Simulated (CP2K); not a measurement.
Consider 2-borylfuran at its PBE geometry (Å).

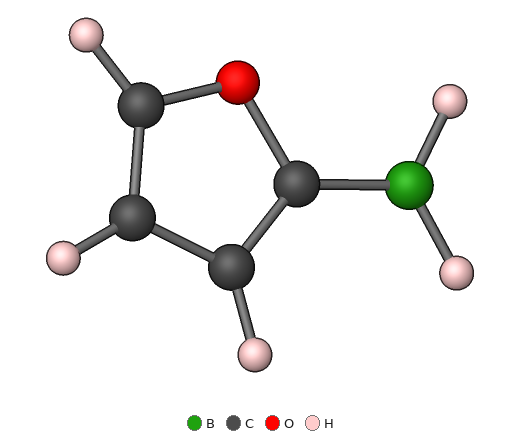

The molecule (boron green, carbon dark grey, oxygen red, hydrogen pink).

```xyz
11

B     2.1247   -0.0558    0.0770
C     0.6211    0.0202    0.0300
C    -0.3673   -0.9199   -0.2480
C    -1.6291   -0.2896   -0.1421
C    -1.3609    1.0182    0.1993
O    -0.0323    1.2381    0.3089
H     2.6434   -1.1070   -0.1672
H     2.7821    0.9045    0.3508
H    -0.1701   -1.9564   -0.5033
H    -2.6103   -0.7257   -0.2932
H    -2.0012    1.8735    0.3878
```

Method: CP2K XAS_TDP, all-electron GAPW, PBEh(45%), aug-cc-pVDZ, TDA, GW2X-corrected core level, no relativity.

Q: Where do the C K-edge lines lie, and how strong are they?

Leading lines: C2 287.29 eV, C3 286.61 eV, C4 287.95 eV and C5 287.87 eV. The leading line of an atom is its first one with 35 % of the strongest within 2.5 eV of its lowest line over the strength cut. Core ionisation energies at this level: C3 292.47, C4 292.28, C2 292.60 and C5 293.79 eV.

The first six lines of each atom with a strength over 0.0015:

```
                     atom  energy (eV)  states  strength, one atom  above the computed threshold
C2 (bonded to B, C and O)       287.29       1              0.0178                              
                                289.59       1              0.0382                              
                                290.95       1              0.0226                              
                                291.48       1              0.0025                              
                                291.62       1              0.0171                              
                                291.89       1              0.0037                              
 C3 (bonded to 2 C and H)       286.61       1              0.0463                              
                                290.43       1              0.0062                              
                                290.57       1              0.0097                              
                                291.33       1              0.0022                              
                                291.49       1              0.0025                              
                                292.07       1              0.0026                              
 C4 (bonded to 2 C and H)       287.95       1              0.0211                              
                                288.48       1              0.0311                              
                                290.27       1              0.0101                              
                                291.44       1              0.0027                              
                                291.60       1              0.0022                              
                                291.94       1              0.0027                              
C5 (bonded to C, O and H)       287.87       1              0.0523                              
                                291.42       1              0.0071                              
                                291.74       1              0.0148                              
                                292.63       1              0.0073                              
                                292.82       1              0.0044                              
                                293.40       1              0.0050
```

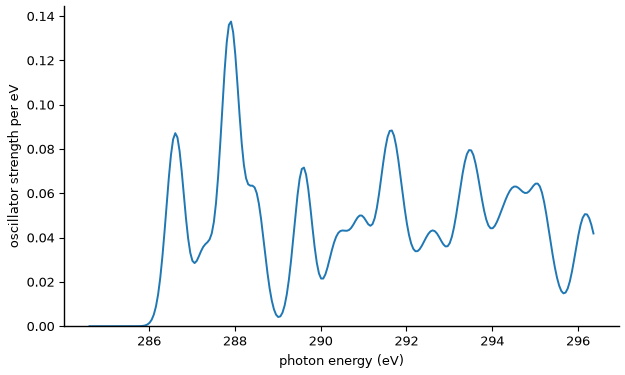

All atoms added, broadened by 0.5 eV.

Lines are vertical, at one geometry, with no vibrational structure. GW2X ionisation energies and lines can be off by 1 to 2 eV either way, and a good line position may hide errors that cancel. These values hold no scalar relativity, about 0.1 eV for C 1s. Rydberg lines, and the discretised continuum above threshold, depend on the basis and the box.

[Banner, clock and machine lines of the logs are left out without a mark of their own.]

[Logs are printed without paths, hosts, clocks, repeated set-up lines and the standing remarks that a program may print on its own settings, such as how far it seeks lower states.]

[Hosts, paths, dates, database ids (printed as entryN), source tags and the programs' standing remarks are cut or masked in the printed files.]
